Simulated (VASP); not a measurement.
Band structure of KNa$_{3}$Br$_{4}$ (ordered alloy cell). These are PBEsol GGA, VASP's PBE PAW potentials (set 64) (plane waves; VASP) values and carry that method's errors.

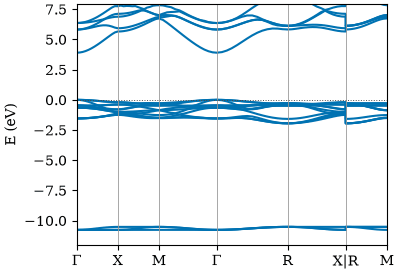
*Bands along high-symmetry lines, zero at the valence-band maximum or, without a gap, the Fermi level*

Question: Read the plot: is there a gap, and where are the band edges?

Answer: The gap is direct, 3.90 eV, from the valence maximum at Γ to the conduction minimum at Γ. (Edges off the drawn lines would not show.)

The structure was generated: KNa3Br4 was put into an ordered model structure (Pm-3m), which need not be its known phase. The cell was not relaxed at this level.
